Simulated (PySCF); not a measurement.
C$_{4}$H$_{4}$F$_{4}$O$_{2}$

```yaml
atoms:
  - { symbol: F, position_ang: [-2.8198, -0.2105, -1.2671] }
  - { symbol: C, position_ang: [-2.1422, -0.5194, -0.1373] }
  - { symbol: F, position_ang: [-2.9657, -0.2912, 0.8835] }
  - { symbol: O, position_ang: [-1.0522, 0.2930, 0.0136] }
  - { symbol: C, position_ang: [-0.0173, 0.0314, -0.8714] }
  - { symbol: O, position_ang: [0.7503, -1.0928, -0.6255] }
  - { symbol: C, position_ang: [1.3569, 0.1436, -0.3733] }
  - { symbol: C, position_ang: [1.6031, 0.5138, 1.0753] }
  - { symbol: F, position_ang: [1.5470, 1.8558, 1.2177] }
  - { symbol: F, position_ang: [2.8491, 0.1466, 1.4441] }
  - { symbol: H, position_ang: [-1.8940, -1.5962, -0.1775] }
  - { symbol: H, position_ang: [-0.2488, 0.2405, -1.9136] }
  - { symbol: H, position_ang: [2.1517, 0.4319, -1.0553] }
  - { symbol: H, position_ang: [0.8812, 0.0530, 1.7646] }
```

Geometry: GFN2-xTB.

All numbers below come from PBE0/pcSseg-1, SCF density, gas phase, non-relativistic in PySCF 2.14.0.

Question: What will maps of the electron density and electron localisation function show?

Answer: C–F (1.35 Å): the density is about 2.3 e/Å³ at the midpoint, with its minimum of 1.8 e/Å³ about 0.5 Å from C; the ELF peaks at about 0.85 between the atoms: a polar covalent bond.
C–C (1.47 Å): the density is about 1.7 e/Å³ at the midpoint; the ELF peaks at about 0.85 between the atoms; a covalent bond.
C–H (1.09 Å): the density is about 2.1 e/Å³ at the midpoint; the ELF climbs to about 1 towards the hydrogen, as it does in any bond to H; a covalent bond by its length.

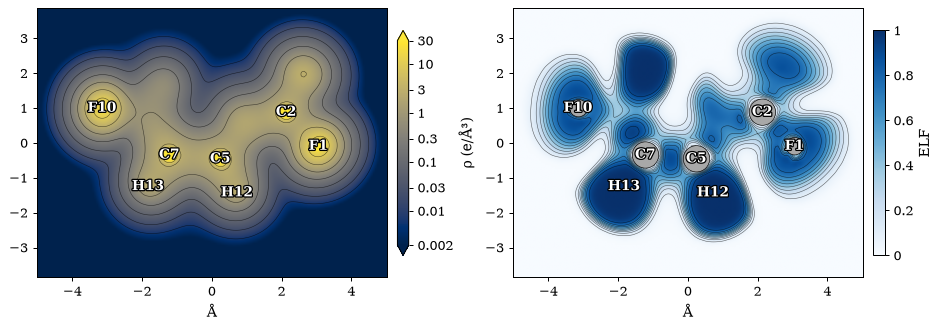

Computed electron density and electron localisation function on the plane of atoms C7, C5 and H12, in this order. Grey discs cover the atomic cores in the ELF map. 
